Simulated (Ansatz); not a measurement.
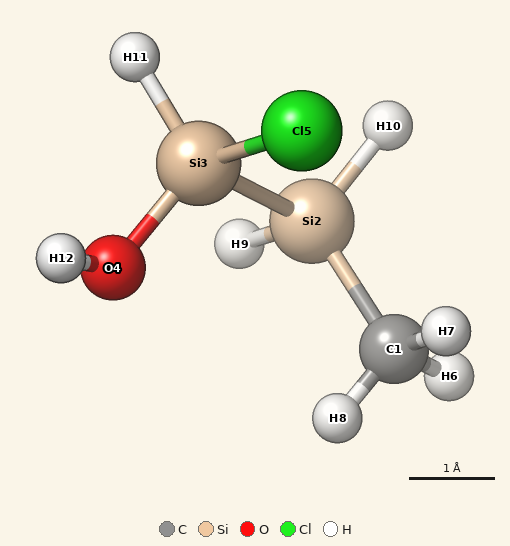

**Figure 1.** The input geometry of run A (ball-and-stick view, seen at a tilt; atoms are numbered from 1 in the order of the input). Bond lengths as drawn: Cl–Si 2.07 Å, C–H 1.09 Å, C–Si 1.87 Å, H–O 0.96 Å, H–Si 1.49 Å, O–Si 1.64 Å and Si–Si 2.34 Å.

## What a change does: single-point calculation on CH$_{7}$ClOSi$_{2}$

System: CH$_{7}$ClOSi$_{2}$.
Method of run A: RKS wB97X-V/def2-TZVPP (Ansatz 0.2.0).

The geometry comes from this level: PBE0-D4/def2-TZVP. Text and figures count atoms from 1; the logs count them from 0 in places.

**Input, run A**
```yaml
crystal:
  periodic: [false, false, false]
  atoms:
    - {symbol: C, position_ang: [-1.520926, -0.736321, -0.868351]}
    - {symbol: Si, position_ang: [-0.183091, -1.056376, 0.402119]}
    - {symbol: Si, position_ang: [1.108103, 0.868116, 0.695924]}
    - {symbol: O, position_ang: [1.780083, 1.233346, -0.757578]}
    - {symbol: Cl, position_ang: [-0.149347, 2.404416, 1.297576]}
    - {symbol: H, position_ang: [-2.148997, -1.619672, -1.001673]}
    - {symbol: H, position_ang: [-2.155339, 0.094117, -0.551811]}
    - {symbol: H, position_ang: [-1.077177, -0.478721, -1.832090]}
    - {symbol: H, position_ang: [0.706522, -2.175565, -0.017350]}
    - {symbol: H, position_ang: [-0.766936, -1.406175, 1.727082]}
    - {symbol: H, position_ang: [2.148646, 0.804417, 1.756680]}
    - {symbol: H, position_ang: [2.335558, 2.013216, -0.816629]}
basis:
  gaussian: {orbitals: def2-TZVPP}
hamiltonian: {xc: {name: wB97X-V}}
output: {orbitals: {seedname: orbitals}}
```

Launched with:
```bash
ansatz run in.yaml --threads 4 --pin off --events-out ev --progress --plain --max-ram 10444MiB
```

Hardware: 4 threads of Arm Neoverse V1, 23 GiB of memory available, shared host.

**Output (run A)**
```
Functional definition: wB97X-V
  parameter omega = 0.3/bohr
  parameter cx = 0.167
  parameter cx1 = 0.603
  parameter cx2 = 1.194
  parameter css0 = 0.556
  parameter css1 = -0.257
  parameter cos0 = 1.219
  parameter cos1 = -1.850
  parameter b = 6.0
  parameter c = 0.01
  exchange = spin_sum(e_x_unif_sr(omega)*poly(b97_u_x, 1 - cx, cx1, cx2)) + cx*exact_x_sr(omega) + exact_x_lr(omega)
  correlation = spin_sum(e_c_pw_same_spin*poly(b97_u_same, css0, css1))
      + integral(e_c_pw_opposite_spin*poly(b97_u_opposite, cos0, cos1)) + vv10(b, c)
1636 factors; their error is unknown
357 factors; integrals over basis functions are off by at most 2.0e-5 eV
mean field evaluation 1: about -31470.2917 eV, gradient 5.6e1 eV
mean field evaluation 2: about -31470.3717 eV, gradient 5.8e1 eV
mean field evaluation 4: about -31476.0984 eV, gradient 2.2e0 eV
mean field evaluation 8: about -31476.1229 eV, gradient 8.4e-2 eV
mean field evaluation 16: about -31476.1501 eV, gradient 9.2e-5 eV
mean field -31476.15007299 eV, -1156.7271798814 hartree, gradient 3.6e-5 eV, S^2 0.000000; 0 other end points of the search recorded, 0 dependent functions left out
reference -31476.15007065 eV, -1156.7271797956 hartree; 33, 33 occupied and 253, 253 virtual orbitals, 1636 factors
Total energy: -31476.15007065 eV, -1156.7271797956 hartree
```

The input of run B differs as follows (lines with − go, lines with + come):
```diff
-hamiltonian: {xc: {name: wB97X-V}}
+hamiltonian: {xc: pbe0, dispersion: d4}
```

How does run B compare with run A?

The total energies belong to different models, so their difference says nothing on which is more stable or more accurate. The HOMO goes from −10.17 to −7.88 eV. The LUMO goes from 1.71 to −0.28 eV. On the same kind of shared host run B took about 0.44 times as long.

**Output (run B)**
```
Functional definition: PBE0
  parameter a = 0.25
  parameter kappa = 0.804
  parameter beta = 0.06672455060314922
  exchange = (1 - a)*pbe_x(kappa = kappa, mu = beta*pi^2/3) + a*exact_x
  correlation = pbe_c(beta = beta)
1651 factors; their error is unknown
mean field evaluation 1: about -31458.1398 eV, gradient 6.9e1 eV
mean field evaluation 2: about -31446.8840 eV, gradient 1.0e2 eV
mean field evaluation 4: about -31466.9769 eV, gradient 4.9e0 eV
mean field evaluation 8: about -31467.0302 eV, gradient 6.2e-2 eV
mean field evaluation 16: about -31467.0957 eV, gradient 4.8e-5 eV
mean field -31467.09571279 eV, -1156.3944382817 hartree, gradient 4.8e-5 eV, S^2 0.000000; 0 other end points of the search recorded, 0 dependent functions left out
reference -31467.09574841 eV, -1156.3944395904 hartree; 33, 33 occupied and 253, 253 virtual orbitals, 1651 factors
Total energy: -31467.35726373 eV, -1156.4040501012 hartree
```

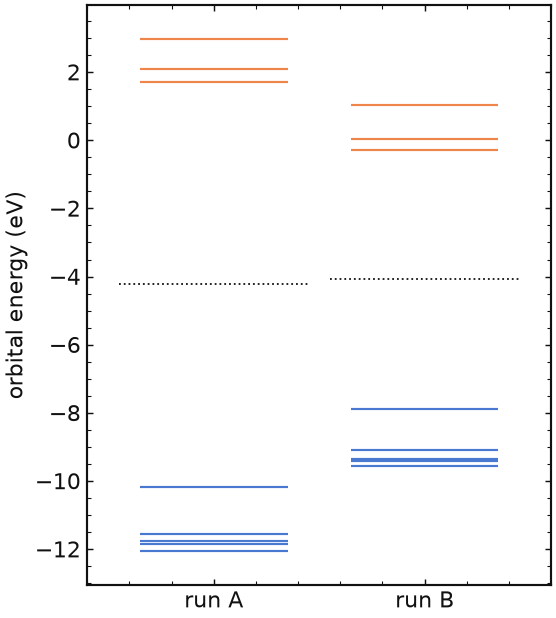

**Figure 2.** The five highest filled and three lowest empty orbital energies of the two runs; the dotted lines part filled from empty levels. The HOMO–LUMO gap is 11.88 eV in run A and 7.60 eV in run B.

**The two runs side by side**

| quantity | run A | run B |
| --- | --- | --- |
| outcome | converged | converged |
| total energy (hartree) | −1156.727180 | −1156.404050 |
| HOMO (eV) | −10.17 | −7.88 |
| LUMO (eV) | 1.71 | −0.28 |
| basis functions | 286 | 286 |
| wall time (shared host) | 13 s | 5.5 s |
